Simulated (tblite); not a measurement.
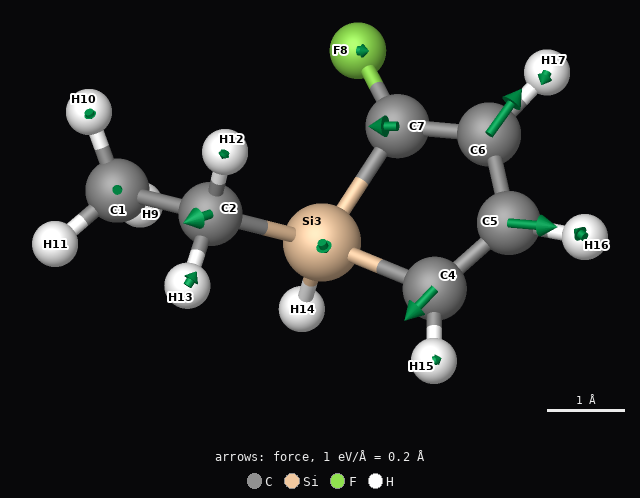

Starting geometry of C₆H₉FSi with the computed forces as green arrows. Style: ball-and-stick. Shown at a tilt.

These are results of GFN2-xTB geometry optimisation, gas phase (tblite), not measurements. 

Is this structure relaxed? If not, where do the atoms go?

It isn't relaxed: the largest force vector, on C6, is 3.80 eV/Å. The final displacements have little in common with the starting forces (cosine between the two patterns 0.13). After 87 geometry steps the energy has fallen by 15.2 kcal/mol. The atom that moves furthest after the best rigid fit is H11 (1.05 Å). Largest moves by element: H 1.05 Å, C 0.29 Å, Si 0.18 Å, F 0.06 Å. Near-neighbour distances that change, for instance: C2–Si3 1.828 → 1.903 Å, C5–C6 1.406 → 1.453 Å, C4–C5 1.297 → 1.339 Å, C5–H16 1.120 → 1.081 Å. Among the angles between lasting bonds that change: C6–C7–F8 129.9° → 122.2°, C5–C4–H15 129.3° → 121.9°, Si3–C4–H15 122.0° → 128.2°. Groups turn about C1–C2 by about 55°.
